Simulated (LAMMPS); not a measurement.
Simulation of a melt made from ZnSe (zinc blende), 4096 atoms, at 1260 K and 0 GPa, brought to that temperature within a few picoseconds.

Computed with classical MD, pair style sw, file CdTeZnSeHgS0.sw (LAMMPS).

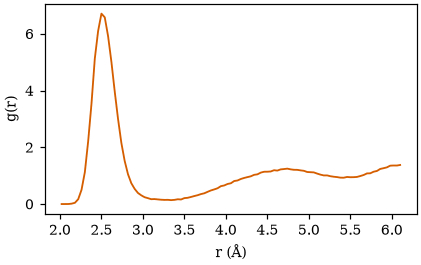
*g(r) against r (Å)*

Main features:
- state found: slow or partial motion within 60 ps, no clear phase
- first peak of g(r), Se-Zn: 2.51 Å, height 6.7
- coordination number of Se by Zn: 3.89 (counted to 3.34 Å)
- coordination number of Zn by Se: 3.89 (counted to 3.34 Å)

Caution: enthalpy drifts during the constant-pressure average: a transition or slow ageing; fluctuation values are void.
